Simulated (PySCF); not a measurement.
**C3H11PSi2: electronic excitations at several levels of theory, part 1 of 2**

Aim: compute the electronic excitations of C3H11PSi2 (`C=C(C)[SiH2]P[SiH3]`) at several levels, and see how far they spread and what each costs.

Programs: PySCF 2.14.0, with density-fitted response routines of our own. Each step states its level of theory. These are calculated values for one molecule in the gas phase, unless marked as measured. Atoms count from 0, in the outputs and in this text.

## Step 1: Starting geometry

17 atoms, charge 0, multiplicity 1; geometry from: GFN2-xTB.

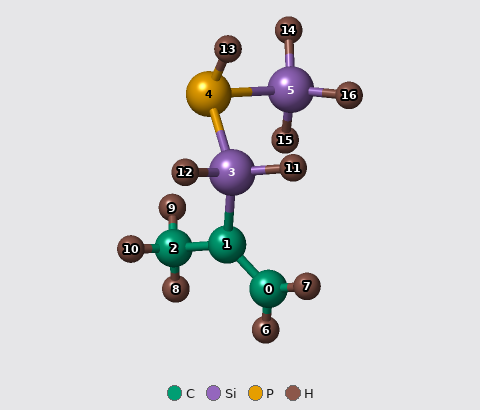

The starting geometry (carbon teal, silicon purple, phosphorus amber, hydrogen brown), atoms numbered.

## Step 2: Relaxing the molecule at PBE0-D3(BJ)/def2-SVP

Job settings and geometry (Å):

```
{"job": {"xc": "PBE0", "basis": "def2-SVP", "d3": "d3bj", "grid": 1, "kind": "geom"}, "charge": 0, "multiplicity": 1}
C     -1.928592     0.108695     1.391497
C     -1.305945    -0.295054     0.293049
C     -1.102620    -1.747264    -0.008053
Si    -0.605514     0.916544    -0.976969
P      1.409608     0.134293    -1.565675
Si     2.609910     0.509412     0.273798
H     -2.322254    -0.586731     2.118479
H     -2.078272     1.152491     1.609246
H     -1.455932    -2.379923     0.804315
H     -0.043001    -1.945773    -0.178812
H     -1.633256    -2.016950    -0.920571
H     -0.579610     2.274450    -0.416747
H     -1.409387     0.916984    -2.206156
H      1.802244     1.279585    -2.224803
H      4.016474     0.381497    -0.106288
H      2.236337    -0.522116     1.240852
H      2.382813     1.831889     0.862926
```

Log:

```text
step   0  E = -1040.37595067  max force = 0.021413
step   1  E = -1040.38111857  max force = 0.003663
step   2  E = -1040.38144238  max force = 0.000936
step   3  E = -1040.38158879  max force = 0.001873
step   4  E = -1040.38169797  max force = 0.001652
step   5  E = -1040.38182723  max force = 0.000972
step   6  E = -1040.38197127  max force = 0.001559
step   7  E = -1040.38203414  max force = 0.001609
step   8  E = -1040.38207639  max force = 0.000678
step   9  E = -1040.38209107  max force = 0.000285
optimisation converged
```

It took 1.7 min on 1 thread, shared host.

Step by step:

```
step  energy from step 0 (eV)  largest force component (eV/Å)
   0                   0.0000                          1.1011
   1                  -0.1406                          0.1884
   2                  -0.1494                          0.0481
   3                  -0.1534                          0.0963
   4                  -0.1564                          0.0849
   5                  -0.1599                          0.0500
   6                  -0.1638                          0.0802
   7                  -0.1655                          0.0827
   8                  -0.1667                          0.0349
   9                  -0.1671                          0.0147
```

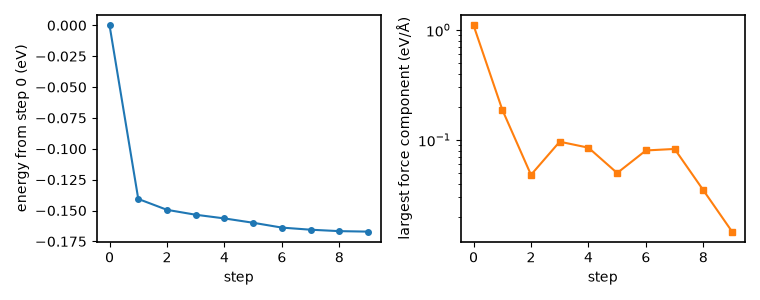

Energy and force, step by step.

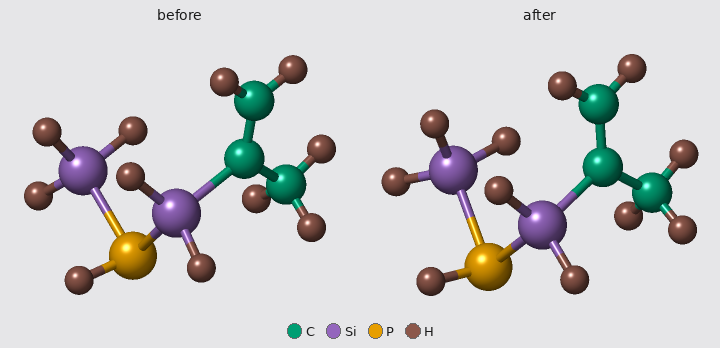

The geometry before (left) and after (right).

Close pairs (by a distance rule), those that changed most:

```
   bond  before (Å)  after (Å)  change (Å)
 P4–H13       1.379      1.429      +0.050
 P4–Si5       2.228      2.263      +0.035
Si5–H14       1.463      1.494      +0.032
Si5–H16       1.465      1.496      +0.031
 Si3–P4       2.240      2.270      +0.030
Si5–H15       1.462      1.492      +0.030
Si3–H12       1.469      1.496      +0.028
Si3–H11       1.469      1.495      +0.026
```

The final coordinates are the input of the step that follows.

```
                         at the end point                value
  point group (found at 0.08 Å tolerance)                   C1
rotational constants (GHz, main isotopes)  2.263, 1.219, 1.041
                        dipole moment (D)                 0.98
```

## Step 3: Excited states and response: CAM-B3LYP/def2-SVPD

Job settings and geometry (Å):

```
{"job": {"kind": "uv", "xc": "CAM-B3LYP", "basis": "def2-SVPD", "ip": true}, "charge": 0, "multiplicity": 1}
C     -1.599396    -0.023539     1.236234
C     -1.320137    -0.502117     0.014604
C     -1.319744    -1.970580    -0.298069
Si    -0.824014     0.691456    -1.347327
P      1.290076     0.116957    -1.943715
Si     2.159532     0.404694     0.125585
H     -1.853981    -0.693343     2.067215
H     -1.585888     1.047965     1.458679
H     -1.591961    -2.575289     0.580526
H     -0.325747    -2.300286    -0.646278
H     -2.025510    -2.205479    -1.111908
H     -0.915945     2.096383    -0.845021
H     -1.693073     0.538520    -2.555777
H      1.652140     1.414903    -2.418462
H      3.635810     0.593216    -0.010709
H      1.898707    -0.841210     0.904750
H      1.587545     1.571763     0.867175
```

With the program's defaults for keys left out, this is: TDDFT CAM-B3LYP/def2-SVPD, vertical, gas phase, core orbitals frozen in the response.

Log:

```text
coarse grid: 14952 points
cycle   1  E = -1040.6680159995  dE =  1.400e-01  |g| = 2.820e-01  |ddm| = 5.307e+00
cycle   2  E = -1040.6842660638  dE = -1.625e-02  |g| = 1.958e-01  |ddm| = 9.663e-01
cycle   3  E = -1040.6952864469  dE = -1.102e-02  |g| = 3.476e-02  |ddm| = 4.572e-01
cycle   4  E = -1040.6956553571  dE = -3.689e-04  |g| = 1.355e-02  |ddm| = 1.076e-01
cycle   5  E = -1040.6957046405  dE = -4.928e-05  |g| = 4.765e-03  |ddm| = 3.092e-02
cycle   6  E = -1040.6957106998  dE = -6.059e-06  |g| = 9.915e-04  |ddm| = 7.993e-03
final grid: 128496 points
cycle   7  E = -1040.8323162973  dE = -1.885e-05  |g| = 2.642e-03  |ddm| = 6.160e-02
cycle   8  E = -1040.8323168010  dE = -5.037e-07  |g| = 2.393e-03  |ddm| = 1.030e-02
cycle   9  E = -1040.8323183367  dE = -1.536e-06  |g| = 1.836e-04  |ddm| = 3.982e-03
cycle  10  E = -1040.8323183424  dE = -5.696e-09  |g| = 1.659e-04  |ddm| = 6.806e-04
cycle  11  E = -1040.8323183496  dE = -7.276e-09  |g| = 2.198e-05  |ddm| = 2.881e-04
cycle  12  E = -1040.8323183498  dE = -1.796e-10  |g| = 7.894e-06  |ddm| = 6.206e-05
converged SCF energy = -1040.8323183498

Static polarisability (au): isotropic 120.509, principal 106.619 123.863 131.044

Singlet excitations
state   eV       nm        f      main configurations
  1   6.0839    203.8   0.00512   H->L+1 0.54, H->L 0.23
  2   6.2774    197.5   0.15135   H->L 0.56, H->L+3 0.20, H->L+1 0.13
  3   6.5056    190.6   0.06952   H->L+2 0.57, H->L+3 0.16
  4   6.5943    188.0   0.02339   H->L+3 0.46, H->L+2 0.20
  5   6.7610    183.4   0.12460   H-1->L 0.48, H-3->L 0.29
  6   6.9083    179.5   0.01654   H-3->L 0.29, H-1->L 0.29
  7   7.0023    177.1   0.05827   H-1->L+1 0.42, H->L+4 0.18, H-1->L 0.10
  8   7.0613    175.6   0.00080   H->L+5 0.36, H->L+4 0.20, H-1->L+1 0.17
  9   7.2980    169.9   0.02767   H->L+6 0.41, H->L+4 0.18, H->L+5 0.09
 10   7.4047    167.4   0.01529   H-1->L+3 0.48, H-2->L+1 0.14

Triplet excitations (Tamm-Dancoff, eV): 4.1304 5.4129 5.6154 5.8990
Vertical ionisation energy (delta-SCF) = 9.0482 eV
```

Wall time 2.6 min (1 thread, shared host).

The orbitals next to the gap, with their largest atomic shares:

```
orbital      eV                        atoms
 HOMO−3  -10.13    C1 26 %, Si3 18 %, C2 9 %
 HOMO−2   -9.76  P4 30 %, Si5 17 %, Si3 16 %
 HOMO−1   -9.03    C0 25 %, C1 24 %, P4 15 %
   HOMO   -8.41   P4 54 %, Si3 10 %, Si5 8 %
   LUMO    0.58   C0 28 %, C1 24 %, Si3 10 %
 LUMO+1    0.87  P4 17 %, Si3 17 %, Si5 14 %
 LUMO+2    1.08  Si5 29 %, P4 26 %, Si3 12 %
```

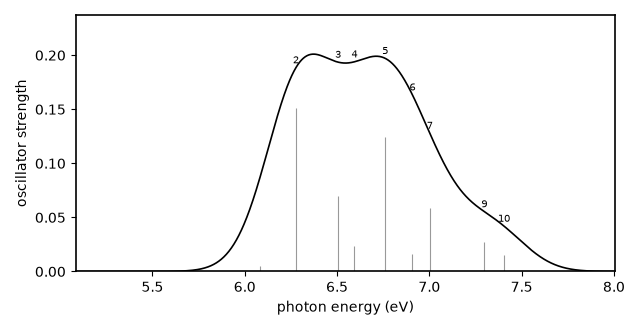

Absorption spectrum from the 10 singlet states computed; above the last one it falls off for lack of states. Lines are broadened to a width of 0.40 eV (Gaussian).

Ground-state properties from the same run:

```
           property  computed
  dipole moment (D)      0.85
polarisability (Å³)     17.86
 HOMO–LUMO gap (eV)      9.00
      −ε(HOMO) (eV)      8.41
```

## Step 4: Excited states and response: wB97X-D/def2-SVPD

Settings changed since step 3:

```diff
@@ -1,2 +1,2 @@
-{"job": {"kind": "uv", "xc": "CAM-B3LYP", "basis": "def2-SVPD", "ip": true}, "charge": 0, "multiplicity": 1}
+{"job": {"kind": "uv", "xc": "wB97X-D", "basis": "def2-SVPD", "ip": true}, "charge": 0, "multiplicity": 1}
 C     -1.599396    -0.023539     1.236234
```

Method: TDDFT wB97X-D/def2-SVPD, vertical, gas phase, core orbitals frozen in the response.

Log:

```text
coarse grid: 14952 points
cycle   1  E = -1040.6886613305  dE =  1.444e-01  |g| = 2.622e-01  |ddm| = 5.071e+00
cycle   2  E = -1040.7076149304  dE = -1.895e-02  |g| = 1.491e-01  |ddm| = 9.199e-01
cycle   3  E = -1040.7142323597  dE = -6.617e-03  |g| = 3.092e-02  |ddm| = 3.950e-01
cycle   4  E = -1040.7145951467  dE = -3.628e-04  |g| = 9.191e-03  |ddm| = 1.227e-01
cycle   5  E = -1040.7146221751  dE = -2.703e-05  |g| = 3.666e-03  |ddm| = 2.814e-02
cycle   6  E = -1040.7146264439  dE = -4.269e-06  |g| = 1.068e-03  |ddm| = 9.577e-03
final grid: 128496 points
cycle   7  E = -1040.8505681485  dE = -9.322e-05  |g| = 3.711e-03  |ddm| = 1.503e-01
cycle   8  E = -1040.8505716612  dE = -3.513e-06  |g| = 2.243e-03  |ddm| = 1.992e-02
cycle   9  E = -1040.8505730323  dE = -1.371e-06  |g| = 5.694e-04  |ddm| = 5.402e-03
cycle  10  E = -1040.8505731423  dE = -1.100e-07  |g| = 2.871e-04  |ddm| = 2.045e-03
cycle  11  E = -1040.8505731668  dE = -2.455e-08  |g| = 5.780e-05  |ddm| = 6.411e-04
cycle  12  E = -1040.8505731689  dE = -2.030e-09  |g| = 1.777e-05  |ddm| = 2.744e-04
cycle  13  E = -1040.8505731691  dE = -1.987e-10  |g| = 5.753e-06  |ddm| = 8.065e-05
converged SCF energy = -1040.8505731691

Static polarisability (au): isotropic 120.684, principal 106.627 124.168 131.258

Singlet excitations
state   eV       nm        f      main configurations
  1   6.1394    201.9   0.00145   H->L+1 0.64, H->L 0.16, H->L+6 0.09
  2   6.3234    196.1   0.17234   H->L 0.63, H->L+3 0.14, H->L+1 0.11
  3   6.5788    188.5   0.05843   H->L+2 0.57, H->L+3 0.15
  4   6.6809    185.6   0.02051   H->L+3 0.48, H->L+2 0.18, H-3->L 0.09
  5   6.7732    183.1   0.12922   H-1->L 0.42, H-3->L 0.32
  6   6.9246    179.0   0.02352   H-1->L 0.35, H-3->L 0.24
  7   7.0806    175.1   0.04546   H->L+4 0.33, H->L+5 0.27, H-1->L+1 0.14
  8   7.1158    174.2   0.02677   H-1->L+1 0.46, H->L+5 0.20, H-1->L 0.08
  9   7.3639    168.4   0.03253   H->L+4 0.34, H->L+5 0.22, H->L+6 0.12
 10   7.4923    165.5   0.00883   H-1->L+3 0.47, H-2->L+1 0.15, H-1->L+4 0.08

Triplet excitations (Tamm-Dancoff, eV): 4.2401 5.5247 5.7436 6.0039
Vertical ionisation energy (delta-SCF) = 9.0507 eV
```

Run time: 2.4 min. Hardware: 1 thread, shared host.

Key values: HOMO -8.97 eV, LUMO 1.25 eV; lowest singlet 6.14 eV.

(Continued in part 2 of 2.)
